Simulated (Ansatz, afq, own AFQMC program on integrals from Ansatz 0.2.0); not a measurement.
**H₂O (triplet): AFQMC on the coupled-cluster ladder, cc-pVQZ**

How near does AFQMC come to the top of the ladder for H₂O (triplet)?

Program: Ansatz 0.2.0, Gaussian basis, and an in-house AFQMC program (afq) on its integrals; all values are calculated. Level of theory: cc-pVQZ, frozen cores. These are calculated values, not measurements.

To be run: PBE (unrestricted); r2SCAN (unrestricted); PBE0 (unrestricted); CCSD(T) on ROHF; B3LYP (unrestricted); wB97M-V (unrestricted); B2PLYP (unrestricted); Phaseless AFQMC, CISD trial on ROHF; Phaseless AFQMC, single-determinant trial on ROHF; Free-projection AFQMC, CISD trial on ROHF; CCSD(T) on UHF; Phaseless AFQMC, CISD trial on UHF; Phaseless AFQMC, single-determinant trial on UHF; Free-projection AFQMC, CISD trial on UHF.

## Step 1: What is computed

The geometry is a PBE0/def2-TZVP stationary point (not a proven minimum) of the parent state, kept for this charge and spin.

3 atoms, charge 0, spin multiplicity 3.

Atoms are counted from 1 here; the program's logs count them from 0.

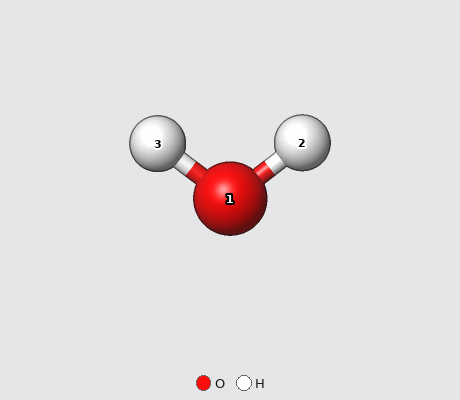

The geometry (oxygen red, hydrogen white); atoms are numbered from 1 in the order of the file.

## Step 2: PBE (unrestricted)

in.yaml reads:

```yaml
crystal:
  periodic: [false, false, false]
  atoms:
    - {symbol: O, position_ang: [0.000000, -0.065318, 0.000000]}
    - {symbol: H, position_ang: [0.000000, 0.518410, -0.761550]}
    - {symbol: H, position_ang: [0.000000, 0.518410, 0.761550]}
basis:
  gaussian: {orbitals: cc-pVQZ}
magnetization: {spin_polarized: true, initial_magnetization: 2}
hamiltonian: {xc: {name: PBE}}
output: {orbitals: {seedname: orbitals}}
```

Run with:

```bash
ansatz run in.yaml --threads 1 --pin off --events-out ev --progress --plain --max-ram 5632MiB --backend cpu
```

Log:

```text
Functional definition: PBE
  name "PBE"
  cite "Perdew, Burke & Ernzerhof, Phys. Rev. Lett. 77, 3865 (1996) doi:10.1103/PhysRevLett.77.3865"
  parent pbe
  parameter kappa = 0.804
  parameter beta = 0.06672455060314922
  exchange = pbe_x(kappa = kappa, mu = beta*pi^2/3)
  correlation = pbe_c(beta = beta)
318 factors; their error is unknown
mean field evaluation 1: about -2070.2441 eV, gradient 1.8e1 eV
mean field evaluation 2: about -2069.4670 eV, gradient 2.3e1 eV
mean field evaluation 4: about -2071.1947 eV, gradient 4.4e-1 eV
mean field evaluation 8: about -2071.1907 eV, gradient 9.6e-4 eV
mean field -2071.19065647 eV, -76.1148527216 hartree, gradient 1.3e-5 eV, S^2 2.001531; 0 other end points of the search recorded, 0 dependent functions left out
reference -2071.19068533 eV, -76.1148537822 hartree; 6, 4 occupied and 109, 111 virtual orbitals, 318 factors
Total energy: -2071.19068533 eV, -76.1148537822 hartree
```

Run time: 0.73 s. Hardware: 1 thread, shared host; peak memory 1.7 GiB.

From the report: ⟨S²⟩ of the determinant 2.002 (pure triplet: 2.00).

## Step 3: r2SCAN (unrestricted)

in.yaml, as its differences from that of step 2:

```diff
@@ -9,3 +9,2 @@
 magnetization: {spin_polarized: true, initial_magnetization: 2}
-hamiltonian: {xc: {name: PBE}}
-output: {orbitals: {seedname: orbitals}}
+hamiltonian: {xc: {name: r2SCAN}}
```

The command is unchanged.

Log:

```text
Functional definition: r2SCAN
  name "r2SCAN"
  cite "Furness, Kaplan, Ning, Perdew & Sun, J. Phys. Chem. Lett. 11, 8208 (2020) doi:10.1021/acs.jpclett.0c02405"
  cite "Furness, Kaplan, Ning, Perdew & Sun, J. Phys. Chem. Lett. 11, 9248 (2020) doi:10.1021/acs.jpclett.0c03077"
  parent r2scan
  parameter k0 = 0.174
  parameter k1 = 0.065
  parameter a1 = 4.9479
  exchange = r2scan_x(k0 = k0, k1 = k1, a1 = a1)
  correlation = r2scan_c
318 factors; their error is unknown
mean field evaluation 1: about -2071.6290 eV, gradient 1.6e1 eV
mean field evaluation 2: about -2071.4779 eV, gradient 1.8e1 eV
mean field evaluation 4: about -2072.4779 eV, gradient 4.2e-1 eV
mean field evaluation 8: about -2072.4753 eV, gradient 1.0e-3 eV
mean field -2072.47529891 eV, -76.1620624608 hartree, gradient 3.3e-5 eV, S^2 2.003459; 0 other end points of the search recorded, 0 dependent functions left out
reference -2072.47530944 eV, -76.1620628478 hartree; 6, 4 occupied and 109, 111 virtual orbitals, 318 factors
Total energy: -2072.47530944 eV, -76.1620628478 hartree
```

Wall time 1.3 s (1 thread, shared host); peak memory 1.7 GiB.

From the report: ⟨S²⟩ of the determinant 2.003 (pure triplet: 2.00).

## Step 4: PBE0 (unrestricted)

in.yaml, as its differences from that of step 3:

```diff
@@ -9,2 +9,3 @@
 magnetization: {spin_polarized: true, initial_magnetization: 2}
-hamiltonian: {xc: {name: r2SCAN}}
+hamiltonian: {xc: {name: PBE0}}
+output: {orbitals: {seedname: orbitals}}
```

Launched as before.

Log:

```text
Functional definition: PBE0
  name "PBE0"
  cite "Adamo & Barone, J. Chem. Phys. 110, 6158 (1999) doi:10.1063/1.478522"
  cite "Perdew, Burke & Ernzerhof, Phys. Rev. Lett. 77, 3865 (1996) doi:10.1103/PhysRevLett.77.3865"
  parent pbe
  parameter a = 0.25
  parameter kappa = 0.804
  parameter beta = 0.06672455060314922
  exchange = (1 - a)*pbe_x(kappa = kappa, mu = beta*pi^2/3) + a*exact_x
  correlation = pbe_c(beta = beta)
318 factors; their error is unknown
mean field evaluation 1: about -2070.7269 eV, gradient 1.3e1 eV
mean field evaluation 2: about -2070.8327 eV, gradient 1.2e1 eV
mean field evaluation 4: about -2071.2611 eV, gradient 1.9e-1 eV
mean field evaluation 8: about -2071.2587 eV, gradient 1.8e-3 eV
mean field -2071.25865013 eV, -76.1173514427 hartree, gradient 5.9e-6 eV, S^2 2.002249; 0 other end points of the search recorded, 0 dependent functions left out
reference -2071.25867186 eV, -76.1173522412 hartree; 6, 4 occupied and 109, 111 virtual orbitals, 318 factors
Total energy: -2071.25867186 eV, -76.1173522412 hartree
```

It took 0.76 s on 1 thread, shared host; peak memory 1.7 GiB.

From the report: ⟨S²⟩ of the determinant 2.002 (pure triplet: 2.00).

## Step 5: CCSD(T) on ROHF

in.yaml, as its differences from that of step 4:

```diff
@@ -8,4 +8,3 @@
   gaussian: {orbitals: cc-pVQZ}
-magnetization: {spin_polarized: true, initial_magnetization: 2}
-hamiltonian: {xc: {name: PBE0}}
-output: {orbitals: {seedname: orbitals}}
+magnetization: {spin_polarized: false, initial_magnetization: 2}
+correlation: {method: ccsd_t, electrons: outside_noble_gas, hamiltonian_folder: ham}
```

Run with:

```bash
ansatz run in.yaml --threads 1 --pin off --events-out ev --progress --plain --max-ram 16896MiB --backend cuda --devices 0, --max-vram 18GiB
```

Log, shortened:

```text
Functional definition: HF
  name "HF"
  cite "Fock, Z. Phys. 61, 126 (1930) doi:10.1007/BF01340294"
  parent pbe
[...]
685 factors; integrals over basis functions are off by at most 7.4e-4 eV
[...]
mean field -2063.35847690 eV, -75.8270254315 hartree, gradient 2.8e-6 eV, S^2 2.000000; 4 other end points of the search recorded, 0 dependent functions left out
determinant -2063.35847690 eV, -75.8270254315 hartree, with singles and doubles -2070.22337620 eV, -76.0793058277 hartree
determinant -2061.21084454 eV, -75.7481013978 hartree, with singles and doubles -2068.04268927 eV, -75.9991670609 hartree
determinant -2061.05333188 eV, -75.7423129143 hartree, with singles and doubles -2067.93854767 eV, -75.9953399277 hartree
1 core orbitals not correlated: weight in the atoms' cores, before any rotation towards them, 1.000 or more for the frozen orbitals, at most 0.000 for the correlated occupied ones
reference -2063.35847690 eV, -75.8270254315 hartree; 5, 3 occupied and 109, 111 virtual orbitals, 685 factors
second order -6.31213906 eV of doubles, -0.11192079 eV of singles
cycle   1  -6.74506821 eV  change   -8.7e-1 eV  update   1.8e-2
[...]
cycle   7  -6.76813560 eV  change   -4.4e-6 eV  update   9.5e-6
perturbative correction -0.18946821 eV, -0.0069628283 hartree
Total energy: -2070.31608071 eV, -76.0827126556 hartree
```

Wall time 3.3 s (1 × H100 (card shared with other runs) with 1 thread, shared host); peak host memory 1.7 GiB.

From the report: correlation -6.9576 eV; T1 0.015; largest double amplitude 0.03.

This run also writes the integrals to the folder ham.

## Step 6: B3LYP (unrestricted)

in.yaml, as its differences from that of step 5:

```diff
@@ -8,3 +8,3 @@
   gaussian: {orbitals: cc-pVQZ}
-magnetization: {spin_polarized: false, initial_magnetization: 2}
-correlation: {method: ccsd_t, electrons: outside_noble_gas, hamiltonian_folder: ham}
+magnetization: {spin_polarized: true, initial_magnetization: 2}
+hamiltonian: {xc: {name: B3LYP}}
```

Run with:

```bash
ansatz run in.yaml --threads 1 --pin off --events-out ev --progress --plain --max-ram 5632MiB --backend cpu
```

Log:

```text
Functional definition: B3LYP
  name "B3LYP"
  cite "Stephens, Devlin, Chabalowski & Frisch, J. Phys. Chem. 98, 11623 (1994) doi:10.1021/j100096a001"
  cite "Becke, Phys. Rev. A 38, 3098 (1988) doi:10.1103/PhysRevA.38.3098"
  cite "Lee, Yang & Parr, Phys. Rev. B 37, 785 (1988) doi:10.1103/PhysRevB.37.785"
  cite "Vosko, Wilk & Nusair, Can. J. Phys. 58, 1200 (1980) doi:10.1139/p80-159"
  parameter a0 = 0.2
  parameter ax = 0.72
  parameter ac = 0.81
  exchange = (1 - a0 - ax)*slater_x + ax*b88_x + a0*exact_x
  correlation = (1 - ac)*vwn_rpa_c + ac*lyp_c
318 factors; their error is unknown
mean field evaluation 1: about -2072.9004 eV, gradient 1.5e1 eV
mean field evaluation 2: about -2072.8119 eV, gradient 1.6e1 eV
mean field evaluation 4: about -2073.5628 eV, gradient 2.2e-1 eV
mean field evaluation 8: about -2073.5596 eV, gradient 1.6e-3 eV
mean field -2073.55963739 eV, -76.2019111647 hartree, gradient 3.8e-5 eV, S^2 2.001908; 0 other end points of the search recorded, 0 dependent functions left out
reference -2073.55980837 eV, -76.2019174483 hartree; 6, 4 occupied and 109, 111 virtual orbitals, 318 factors
Total energy: -2073.55980837 eV, -76.2019174483 hartree
```

Run time: 0.76 s. Hardware: 1 thread, shared host; peak memory 1.7 GiB.

From the report: ⟨S²⟩ of the determinant 2.002 (pure triplet: 2.00).

## Step 7: wB97M-V (unrestricted)

in.yaml, as its differences from that of step 6:

```diff
@@ -9,2 +9,3 @@
 magnetization: {spin_polarized: true, initial_magnetization: 2}
-hamiltonian: {xc: {name: B3LYP}}
+hamiltonian: {xc: {name: wB97M-V}}
+output: {orbitals: {seedname: orbitals}}
```

Launched as before.

Log, shortened:

```text
Functional definition: wB97M-V
  name "wB97M-V"
  cite "Mardirossian & Head-Gordon, J. Chem. Phys. 144, 214110 (2016) doi:10.1063/1.4952647"
  cite "Becke, J. Chem. Phys. 107, 8554 (1997) doi:10.1063/1.475007"
  cite "Vydrov & Van Voorhis, J. Chem. Phys. 133, 244103 (2010) doi:10.1063/1.3521275"
  # Of w^i u^j: cxij and so on, Table III.
[...]
  gx(w, u) = 1 - cx + cx01*u + cx10*w
  gss(w, u) = css00 + css04*u^4 + css10*w + css20*w^2 + css43*w^4*u^3
  gos(w, u) = cos00 + cos10*w + (cos20 + cos21*u)*w^2 + (cos60 + cos61*u)*w^6
[...]
      + integral(e_c_pw_mod_opposite_spin*gos(b97_w_opposite, b97_u_opposite)) + vv10(b, c)
318 factors; their error is unknown
88 factors; integrals over basis functions are off by at most 3.9e-6 eV
[...]
mean field -2072.49886634 eV, -76.1629285477 hartree, gradient 2.0e-5 eV, S^2 2.001960; 0 other end points of the search recorded, 0 dependent functions left out
reference -2072.49889457 eV, -76.1629295851 hartree; 6, 4 occupied and 109, 111 virtual orbitals, 318 factors
Total energy: -2072.49889457 eV, -76.1629295851 hartree
```

It took 2.1 s on 1 thread, shared host; peak memory 1.8 GiB.

From the report: ⟨S²⟩ of the determinant 2.002 (pure triplet: 2.00).

## Step 8: B2PLYP (unrestricted)

in.yaml, as its differences from that of step 7:

```diff
@@ -9,3 +9,3 @@
 magnetization: {spin_polarized: true, initial_magnetization: 2}
-hamiltonian: {xc: {name: wB97M-V}}
-output: {orbitals: {seedname: orbitals}}
+hamiltonian: {xc: {name: B2PLYP}}
+correlation: {electrons: outside_noble_gas}
```

The command is unchanged.

Log, shortened:

```text
Functional definition: B2PLYP
  name "B2PLYP"
  cite "Grimme, J. Chem. Phys. 124, 034108 (2006) doi:10.1063/1.2148954"
  cite "Becke, Phys. Rev. A 38, 3098 (1988) doi:10.1103/PhysRevA.38.3098"
  cite "Lee, Yang & Parr, Phys. Rev. B 37, 785 (1988) doi:10.1103/PhysRevB.37.785"
[...]
685 factors; integrals over basis functions are off by at most 7.4e-4 eV
[...]
mean field -2070.15639823 eV, -76.0768444325 hartree, gradient 9.6e-6 eV, S^2 2.003316; 0 other end points of the search recorded, 0 dependent functions left out
1 core orbitals not correlated: weight in the atoms' cores, before any rotation towards them, 1.000 or more for the frozen orbitals, at most 0.000 for the correlated occupied ones
reference -2070.15650831 eV, -76.0768484781 hartree; 5, 3 occupied and 109, 111 virtual orbitals, 685 factors
second order -7.31656860 eV of doubles, -0.00000000 eV of singles
Total energy: -2072.13198183 eV, -76.1494457909 hartree
```

Wall time 1.4 s (1 thread, shared host); peak memory 2 GiB.

From the report: ⟨S²⟩ of the determinant 2.003 (pure triplet: 2.00).

## Step 9: Phaseless AFQMC, CISD trial on ROHF

It reads the integrals that the CCSD(T) run on this determinant wrote.

Run with:

```bash
afq ham --method phaseless --trial cisd --walkers 200 --populations 10 --least-time 60 --time-step 0.005 --steps-per-block 50 --equilibration-blocks 28 --max-blocks 4000 --target-error 0.00017 --factor-cut 1e-05 --start spin_pure --seed 8185 --release-times 0.24,0.5,1,1.5 --release-step 0.02 --release-every 3 --taylor-order 6
```

Log:

```text
orbitals 114  electrons 5 3  factors 685 of 685
reference energy -75.82702543 Eh
CCSD correlation -0.24872427 Eh in 10 cycles, weight of the determinant in the CISD state 0.9416
energy of the start -76.075747 Eh
 block  time / (1/Eh)  mean weight  energy / Eh
     1     0.250  1.0024  -76.076470
     2     0.500  1.0006  -76.080061
     3     0.750  1.0012  -76.081910
     4     1.000  1.0004  -76.084806
     5     1.250  1.0032  -76.081458
     6     1.500  1.0018  -76.081842
     7     1.750  0.9982  -76.081452
     8     2.000  1.0018  -76.083617
     9     2.250  1.0008  -76.084309
    10     2.500  1.0002  -76.082453
    13     3.250  0.9993  -76.084391
    16     4.000  0.9983  -76.082923
    19     4.750  1.0014  -76.081312
    22     5.500  1.0011  -76.082942
    25     6.250  0.9988  -76.085165
    28     7.000  0.9996  -76.082738
    31     7.750  0.9994  -76.082420
    34     8.500  0.9968  -76.081534
    37     9.250  0.9997  -76.082843
    40    10.000  1.0002  -76.080575
    43    10.750  0.9986  -76.081778
    46    11.500  0.9984  -76.082179
    49    12.250  1.0016  -76.083070
    52    13.000  1.0000  -76.081380
    55    13.750  1.0001  -76.081046
    58    14.500  1.0006  -76.086601
    61    15.250  0.9996  -76.083140
    64    16.000  0.9987  -76.084563
    67    16.750  1.0002  -76.083790
    70    17.500  0.9991  -76.084733
    73    18.250  1.0001  -76.082255
    76    19.000  1.0015  -76.082277
    79    19.750  0.9984  -76.083363
    82    20.500  0.9990  -76.083402
    85    21.250  0.9986  -76.084166
    88    22.000  1.0012  -76.083955
    91    22.750  0.9996  -76.086866
    94    23.500  1.0031  -76.080599
    97    24.250  0.9992  -76.083301
   100    25.000  1.0008  -76.087623
   103    25.750  1.0012  -76.083502
   106    26.500  0.9999  -76.085222
   109    27.250  1.0001  -76.082398
   112    28.000  0.9991  -76.082324
   115    28.750  0.9989  -76.083309
   118    29.500  1.0022  -76.083135
   121    30.250  1.0008  -76.084620
   124    31.000  0.9989  -76.082438
   127    31.750  1.0007  -76.083925
   130    32.500  0.9981  -76.081977
   133    33.250  1.0020  -76.082743
   136    34.000  0.9981  -76.080915
   139    34.750  1.0000  -76.082283
   142    35.500  0.9956  -76.082443
   145    36.250  1.0016  -76.082999
   148    37.000  0.9973  -76.084925
error from the spread of 10 populations
released: time / (1/Eh)  energy / Eh  error  mean overlap
  0.24  -76.083011  0.000122  1.0020
  0.50  -76.083148  0.000126  1.0025
  1.00  -76.083088  0.000184  1.0113
  1.50  -76.083403  0.000233  0.9947
energy -76.083056 +/- 0.000165 Eh
```

Wall time 41 s (1 × H100 (card shared with other runs) with 2 threads, shared host).

Energy -2070.3254 ± 0.0045 eV. Caveats: constraint bias not in the error.

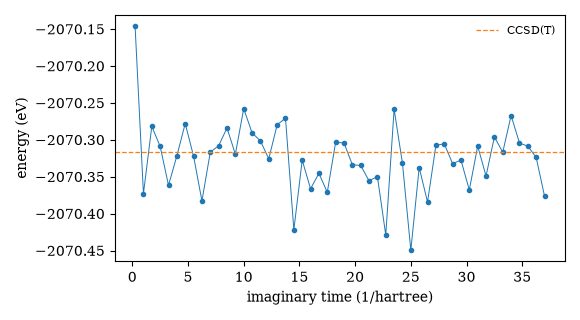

Block energies along the walk.

## Step 10: Phaseless AFQMC, single-determinant trial on ROHF

It reads the integrals that the CCSD(T) run on this determinant wrote.

Run with:

```bash
afq ham --method phaseless --trial hf --walkers 200 --populations 10 --least-time 40 --time-step 0.005 --steps-per-block 20 --equilibration-blocks 112 --max-blocks 4000 --target-error 0.0008500000000000001 --factor-cut 1e-05 --start spin_pure --seed 4362 --taylor-order 6
```

Log:

```text
orbitals 114  electrons 5 3  factors 685 of 685
reference energy -75.82702543 Eh
CCSD correlation -0.24872427 Eh in 10 cycles, weight of the determinant in the CISD state 0.9416
energy of the start -75.827028 Eh
 block  time / (1/Eh)  mean weight  energy / Eh
     1     0.100  1.0025  -75.936759
     2     0.200  1.0002  -75.995240
     3     0.300  1.0023  -76.034999
     4     0.400  1.0010  -76.042374
     5     0.500  1.0022  -76.049468
     6     0.600  0.9989  -76.065783
     7     0.700  1.0010  -76.075147
     8     0.800  1.0014  -76.069446
     9     0.900  0.9996  -76.090324
    10     1.000  0.9969  -76.074283
    29     2.900  0.9987  -76.064851
    57     5.700  1.0026  -76.073336
    85     8.500  0.9998  -76.080383
   113    11.300  0.9981  -76.078077
   141    14.100  1.0001  -76.078463
   169    16.900  1.0002  -76.088510
   197    19.700  1.0003  -76.098938
   225    22.500  0.9977  -76.073646
   253    25.300  0.9989  -76.076898
   281    28.100  1.0002  -76.062519
   309    30.900  1.0005  -76.082050
   337    33.700  1.0020  -76.095361
   365    36.500  0.9989  -76.078591
   393    39.300  1.0005  -76.088919
   421    42.100  1.0014  -76.070395
   449    44.900  0.9978  -76.074637
   477    47.700  1.0003  -76.117354
   505    50.500  1.0015  -76.077900
   533    53.300  0.9995  -76.062698
   561    56.100  0.9974  -76.082437
   589    58.900  0.9994  -76.069125
   617    61.700  1.0011  -76.076447
   645    64.500  0.9959  -76.114165
   673    67.300  1.0019  -76.083323
   701    70.100  0.9987  -76.094675
   729    72.900  1.0013  -76.105843
   757    75.700  1.0002  -76.068500
   785    78.500  1.0015  -76.085993
   813    81.300  0.9986  -76.054151
   841    84.100  0.9992  -76.069405
   869    86.900  1.0031  -76.075612
   897    89.700  0.9978  -76.077939
   925    92.500  1.0028  -76.073588
   953    95.300  0.9995  -76.067540
   981    98.100  1.0017  -76.091893
  1009   100.900  1.0000  -76.080584
  1037   103.700  1.0006  -76.096413
  1065   106.500  1.0003  -76.075123
  1093   109.300  0.9991  -76.078431
  1121   112.100  1.0020  -76.078126
error from the spread of 10 populations
energy -76.082751 +/- 0.001001 Eh
```

Wall time 69 s (1 × H100 (card shared with other runs) with 2 threads, shared host).

Energy -2070.3171 ± 0.0272 eV. Caveats: constraint bias not in the error.

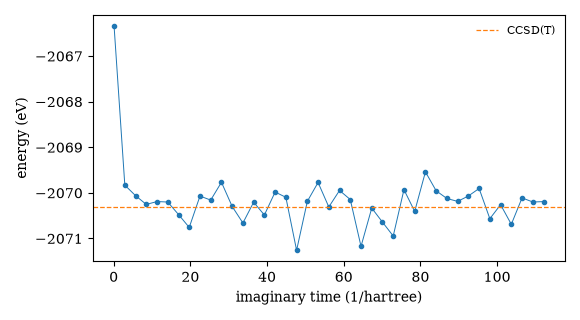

Block energies along the walk.

## Step 11: Free-projection AFQMC, CISD trial on ROHF

It reads the integrals that the CCSD(T) run on this determinant wrote.

Run with:

```bash
afq ham --method free --trial cisd --walkers 200 --time-step 0.03 --max-blocks 4000 --target-error 0.00034 --factor-cut 1e-05 --seed 7156 --times 0,0.3,0.6,1.2,1.8,2.4,3.6,4.8,6 --taylor-order 8
```

Log:

```text
orbitals 114  electrons 5 3  factors 685 of 685
reference energy -75.82702543 Eh
CCSD correlation -0.24872427 Eh in 10 cycles, weight of the determinant in the CISD state 0.9416
repeat  energy at the last time / Eh  error
    10  -76.085394  0.001513
    20  -76.083686  0.000729
    30  -76.082627  0.000897
    40  -76.084061  0.001144
    50  -76.083760  0.000967
    60  -76.084055  0.000865
    70  -76.083892  0.000769
    80  -76.083672  0.000695
    90  -76.083697  0.000650
   100  -76.083684  0.000596
   110  -76.083491  0.000543
   120  -76.083190  0.000520
   130  -76.083095  0.000482
   140  -76.083121  0.000459
   150  -76.083026  0.000443
   160  -76.083098  0.000427
   170  -76.083048  0.000408
   180  -76.083146  0.000397
time / (1/Eh)  energy / Eh  error  mean overlap
  0.00  -76.075759  0.000033  1.0620
  0.30  -76.081919  0.000071  1.0561
  0.60  -76.082672  0.000070  1.0542
  1.20  -76.083097  0.000085  1.0452
  1.80  -76.083139  0.000109  1.0358
  2.40  -76.083125  0.000134  1.0226
  3.60  -76.083467  0.000204  0.9868
  4.80  -76.083201  0.000272  0.9811
  6.00  -76.083027  0.000406  0.9759
energy -76.083027 +/- 0.000406 Eh
```

It took 86 s on 1 × H100 (card shared with other runs) with 2 threads, shared host.

Energy -2070.3246 ± 0.0110 eV. Caveats: remainder of the start not in the error.

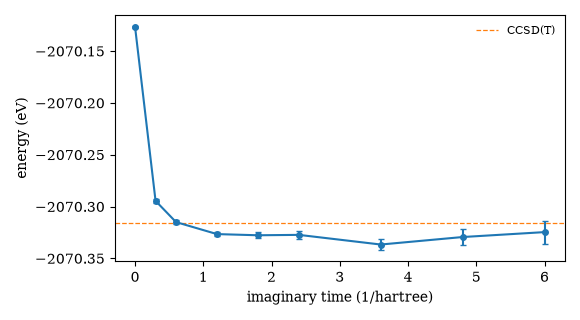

Energy against projection time, with error bars.

## Step 12: CCSD(T) on UHF

in.yaml, as its differences from that of step 8:

```diff
@@ -9,3 +9,2 @@
 magnetization: {spin_polarized: true, initial_magnetization: 2}
-hamiltonian: {xc: {name: B2PLYP}}
-correlation: {electrons: outside_noble_gas}
+correlation: {method: ccsd_t, electrons: outside_noble_gas, hamiltonian_folder: ham}
```

Run with:

```bash
ansatz run in.yaml --threads 1 --pin off --events-out ev --progress --plain --max-ram 16896MiB --backend cuda --devices 0, --max-vram 18GiB
```

Log, shortened:

```text
Functional definition: HF
  name "HF"
  cite "Fock, Z. Phys. 61, 126 (1930) doi:10.1007/BF01340294"
  parent pbe
[...]
685 factors; integrals over basis functions are off by at most 7.4e-4 eV
[...]
mean field -2063.51967506 eV, -75.8329493546 hartree, gradient 2.0e-6 eV, S^2 2.006308; 4 other end points of the search recorded, 0 dependent functions left out
determinant -2063.51967506 eV, -75.8329493546 hartree, with singles and doubles -2070.22172849 eV, -76.0792452753 hartree
determinant -2061.38937862 eV, -75.7546624043 hartree, with singles and doubles -2068.04285773 eV, -75.9991732517 hartree
determinant -2061.17742582 eV, -75.7468732825 hartree, with singles and doubles -2067.93667757 eV, -75.9952712027 hartree
1 core orbitals not correlated: weight in the atoms' cores, before any rotation towards them, 1.000 or more for the frozen orbitals, at most 0.000 for the correlated occupied ones
reference -2063.51967506 eV, -75.8329493546 hartree; 5, 3 occupied and 109, 111 virtual orbitals, 685 factors
second order -6.23617590 eV of doubles, -0.00000000 eV of singles
cycle   1  -6.58955062 eV  change   -8.6e-1 eV  update   1.7e-2
[...]
cycle   7  -6.61081731 eV  change   -3.5e-7 eV  update   9.7e-6
perturbative correction -0.18659748 eV, -0.0068573308 hartree
Total energy: -2070.31708985 eV, -76.0827497408 hartree
```

Wall time 5.5 s (1 × H100 (card shared with other runs) with 1 thread, shared host); peak host memory 2 GiB.

From the report: ⟨S²⟩ of the determinant 2.006 (pure triplet: 2.00); correlation -6.7974 eV; T1 0.011; largest double amplitude 0.03.

This run also writes the integrals to the folder ham.

[end of part 1 of 2]
